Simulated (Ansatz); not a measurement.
# GeCl2: geometry relaxation

System: GeCl2, SMILES Cl[Ge]Cl.
Method: wB97X/ANO-RCC-VDZ, RKS (Ansatz 0.2.0).

The run did not end well. The geometry comes from this level: PBE0-D4/def2-TZVP.

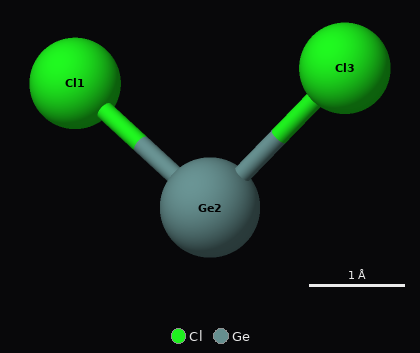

*The structure as given in the input (ball-and-stick view, seen at a tilt; atoms are numbered from 1 in the order of the input). Sticks mark near contacts.*

Bond lengths as drawn: Cl–Ge 2.18 Å.

### The input
```yaml
crystal:
  periodic: [false, false, false]
  atoms:
    - {symbol: Cl, position_ang: [-0.065420, -1.681680, 0.422740]}
    - {symbol: Ge, position_ang: [-0.421210, 0.067170, -0.832020]}
    - {symbol: Cl, position_ang: [0.486630, 1.614500, 0.409270]}
basis:
  gaussian: {orbitals: ANO-RCC-VDZ.json}
total_charge: 0
relax: {max_displacement: 0.3}
accuracy: high
hamiltonian: {xc: {name: wB97X, parameters: {omega: 0.25/bohr}}, pseudopotentials: {relativity: none}}
```

Machine: 1 thread of Intel Xeon (Sapphire Rapids), 16 GiB of memory available, shared host.

Command:
```bash
ansatz run molecule.yaml --threads 1 --pin off --max-ram 3480MiB --events-out events.jsonl --progress --plain --runs-dir runs
```

### Output
```
The last accepted step is kept in runs//last_step.txt (removed where the run ends without a failure and the disk answers)
Functional definition: wB97X
  name "wB97X"
  parameter omega = 0.3/bohr
  parameter cx = 0.157706
  parameter cx1 = 0.726479
  parameter cx2 = 1.04760
  parameter cx3 = -5.70635
  parameter cx4 = 13.2794
  parameter css1 = -4.33879
  parameter css2 = 18.2308
  parameter css3 = -31.7430
  parameter css4 = 17.2901
  parameter cos1 = 2.37031
  parameter cos2 = -11.3995
  parameter cos3 = 6.58405
  parameter cos4 = -3.78132
  exchange = spin_sum(e_x_unif_sr(omega)*poly(b97_u_x, 1 - cx, cx1, cx2, cx3, cx4)) + cx*exact_x_sr(omega)
      + exact_x_lr(omega)
  correlation = spin_sum(e_c_pw_same_spin*poly(b97_u_same, 1, css1, css2, css3, css4))
      + integral(e_c_pw_opposite_spin*poly(b97_u_opposite, 1, cos1, cos2, cos3, cos4))
  with omega = 0.25/bohr from the input
1195 factors; integrals over basis functions are off by at most 2.7e-9 eV
227 factors; integrals over basis functions are off by at most 7.7e-10 eV
mean field evaluation 1: about -81185.6010 eV, gradient 1.9e1 eV
mean field evaluation 2: about -81186.2467 eV, gradient 1.8e1 eV
mean field evaluation 4: about -81187.2142 eV, gradient 4.7e-1 eV
mean field evaluation 8: about -81187.2317 eV, gradient 7.0e-3 eV
mean field evaluation 16: about -81187.2317 eV, gradient 3.0e-6 eV
mean field -81187.23169889 eV, -2983.5757342522 hartree, gradient 1.2e-8 eV, S^2 0.000000; 0 other end points of the search recorded, 0 dependent functions left out
the calculation of the forces begins
reference -81187.23169569 eV, -2983.5757341343 hartree; 33, 33 occupied and 15, 15 virtual orbitals, 1195 factors
WARN: the results are in doubt because the basis set is contracted for relativity, which is off
relax step   1: F+E_penalty+E_count = -81187.23169889 eV  Δ(F+E_penalty+E_count) = +0.000e0 eV  max|allowed force component| = 1.896e0 eV/Å  Δτ_max = 0.0000 Å  (30 SCF iters, accepted)
these checks for a lower state are left out or cut short: starts, cluster_reference, orbital_swaps, neighbouring_geometries, increment
1195 factors; integrals over basis functions are off by at most 2.7e-9 eV
227 factors; integrals over basis functions are off by at most 8.2e-10 eV
mean field evaluation 32: about -81187.4047 eV, gradient 1.2e-8 eV
mean field -81187.40470114 eV, -2983.5820919676 hartree, gradient 1.2e-8 eV, S^2 0.000000; 0 other end points of the search recorded, 0 dependent functions left out
the calculation of the forces begins
reference -81187.40469793 eV, -2983.5820918494 hartree; 33, 33 occupied and 15, 15 virtual orbitals, 1195 factors
WARN: the results are in doubt because the basis set is contracted for relativity, which is off
relax step   2: F+E_penalty+E_count = -81187.40470114 eV  Δ(F+E_penalty+E_count) = -1.730e-1 eV  max|allowed force component| = 3.472e-1 eV/Å  Δτ_max = 0.0829 Å  (40 SCF iters, accepted)
```

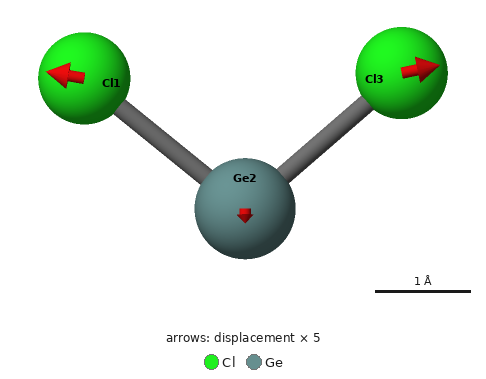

*The starting structure with the displacements as red arrows, magnified 5 times (ball-and-stick view, seen at a tilt). The two geometries are laid on each other by the best rigid fit.*

The run was cut off at its time limit before the relaxation converged, so the last structure is only a point on the way. The largest moves after the best rigid fit, 0.083 Å, are those of Cl1 and Cl3. Largest moves by element: Cl 0.083 Å, Ge 0.031 Å. Among the contacts that change: Cl1–Ge2 2.182 → 2.274 Å. After 1 geometry step the energy has fallen by 0.173 eV. The largest force component goes from 1.9 to 0.35 eV/Å. (Atoms are counted from 1 in the order of the input.)

```
these checks for a lower state are left out or cut short: starts, cluster_reference, orbital_swaps, neighbouring_geometries, increment
```

### Trajectory as extended XYZ (Å, eV, eV/Å), 2 frames, from step=1 to step=2
```
3
Properties=species:S:1:pos:R:3:forces:R:3 step=1 energy=-81187.23170
Cl   -0.0654   -1.6817    0.4227    0.2621  -1.3753   0.9528
Ge   -0.4212    0.0672   -0.8320   -0.9597   0.1523  -1.8955
Cl    0.4866    1.6145    0.4093    0.6976   1.2230   0.9427
3
Properties=species:S:1:pos:R:3:forces:R:3 step=2 energy=-81187.40470
Cl   -0.0718   -1.7631    0.4370    0.0582  -0.1913   0.1743
Ge   -0.4353    0.0694   -0.8598   -0.1758   0.0279  -0.3472
Cl    0.5071    1.6937    0.4228    0.1177   0.1635   0.1730
```

### What the run reported

```csv
quantity,value
outcome,stopped at the time limit
wall time,2.2 min
peak memory,0.38 GiB
```

The run was cut off by its time limit, so the output is incomplete.
